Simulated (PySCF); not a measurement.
## Electronic structure of C6H14OSi2 in real space

```xyz
23

C    -3.4804    1.6681    0.5424
C    -2.7062    0.8576   -0.1535
C    -2.0148   -0.3467    0.4071
C    -0.5225   -0.2754    0.1596
C     0.0458   -0.7861   -1.1227
C     0.3051   -1.5340    0.1605
Si    2.0251   -1.5558    0.9244
O     2.7235   -0.1100    0.7067
Si    3.2981    1.2931    0.1442
H    -3.9589    2.5256    0.1000
H    -3.6745    1.5032    1.5900
H    -2.5204    1.0444   -1.2036
H    -2.2136   -0.4238    1.4792
H    -2.4114   -1.2445   -0.0774
H    -0.0604    0.6118    0.5775
H    -0.6308   -1.2286   -1.8408
H     0.8652   -0.2459   -1.5742
H    -0.2648   -2.4497    0.2755
H     2.8792   -2.5411    0.2578
H     1.9620   -1.7271    2.3758
H     3.7353    2.0324    1.3251
H     4.3992    0.9766   -0.7639
H     2.2152    1.9830   -0.5592
```

Geometry: GFN2-xTB.

These are results of PBE0/pcSseg-1, SCF density, gas phase, non-relativistic (PySCF 2.14.0), not measurements.

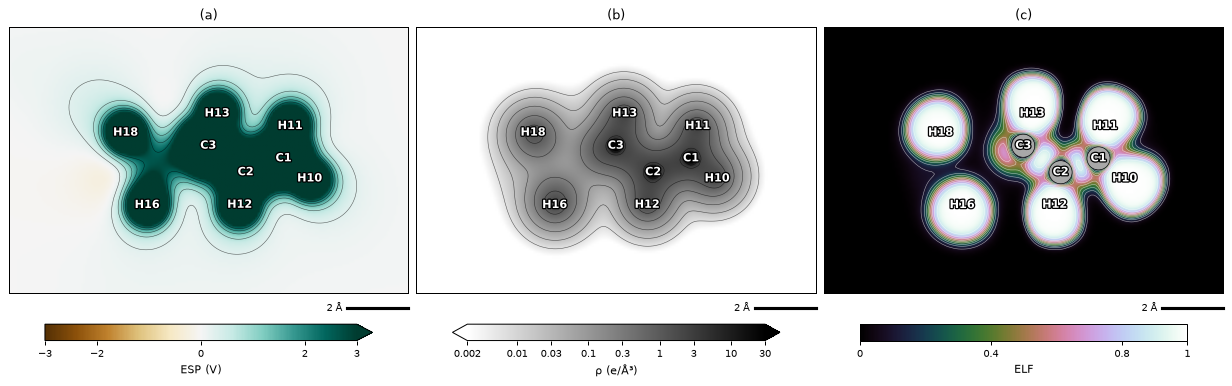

Figure 1. (a) molecular electrostatic potential; (b) total electron density; (c) electron localisation function on the plane of atoms H10, C1 and H11. Grey discs cover the atomic cores in the ELF map.

Read the bonding off the picture.

The plane passes through C and H nuclei.
C–C (1.32 Å): the density is about 2.3 e/Å³ at the midpoint; the ELF peaks at about 0.90 between the atoms (a short, multiple covalent bond).
C–H (1.08 Å): ρ is about 2 e/Å³ halfway; the ELF climbs to about 1 towards the hydrogen, as it does in any bond to H: an ordinary covalent bond to hydrogen.
C–C (1.50 Å): ρ is about 1.7 e/Å³ halfway; the ELF peaks at about 0.95 between the atoms, as expected for localised, covalent bonding.
The potential has no marked negative region in this plane.

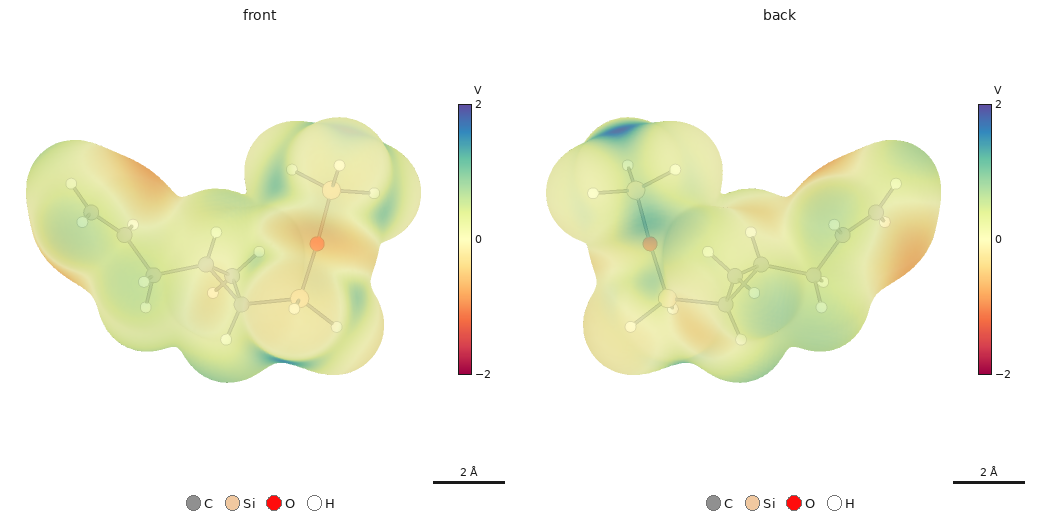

Figure 2. The molecular electrostatic potential painted on the density surface at 0.002 e/bohr³, seen from the front and from behind; the colour scale runs from red (negative) to blue (positive).

Where is the surface potential most negative and most positive?

The most negative region (about −0.7 V) lies over the π face of C1 and C2, the most positive (about +1.5 V) over Si7 and Si9.
